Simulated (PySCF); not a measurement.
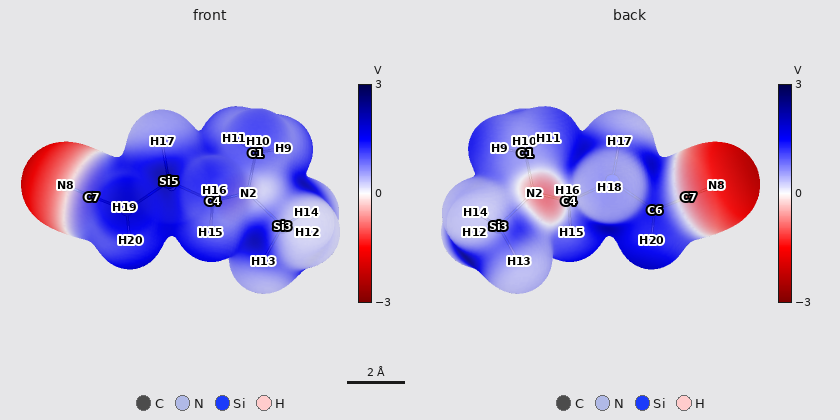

*C$_{4}$H$_{12}$N$_{2}$Si$_{2}$. The electrostatic potential painted on the density surface at 0.004 e/bohr³, seen from the front and from behind; red is negative and blue positive.*

Geometry: GFN2-xTB.

Level of theory: PBE0/pcSseg-1, SCF density, gas phase, non-relativistic (PySCF).

| atom | x (Å) | y (Å) | z (Å) |
| --- | --- | --- | --- |
| C | -1.7048 | 1.4385 | -0.7211 |
| N | -1.4781 | 0.0732 | -0.3352 |
| Si | -2.7832 | -0.9919 | 0.0112 |
| C | -0.1776 | -0.4185 | -0.7337 |
| Si | 1.2687 | 0.4935 | 0.1278 |
| C | 2.7880 | -0.6762 | -0.0083 |
| C | 3.9312 | -0.0635 | 0.5842 |
| N | 4.8332 | 0.4485 | 1.0683 |
| H | -2.7024 | 1.7459 | -0.4197 |
| H | -1.6137 | 1.5722 | -1.8063 |
| H | -0.9746 | 2.0950 | -0.2381 |
| H | -3.4850 | -1.5380 | -1.1648 |
| H | -2.1852 | -2.0983 | 0.7588 |
| H | -3.7214 | -0.2043 | 0.8072 |
| H | -0.1369 | -1.4821 | -0.4934 |
| H | -0.0682 | -0.3433 | -1.8270 |
| H | 1.6258 | 1.7470 | -0.5492 |
| H | 0.9698 | 0.7312 | 1.5411 |
| H | 3.0132 | -0.8989 | -1.0526 |
| H | 2.5959 | -1.6192 | 0.5059 |

### Where is the surface potential most negative and most positive?

The most negative region (about −2.2 V, or −51 kcal/mol for a unit charge) lies over N8, the most positive (about +2.2 V, or +51 kcal/mol for a unit charge) over Si3 and Si5. N8 is the likeliest acceptor of a hydrogen bond.
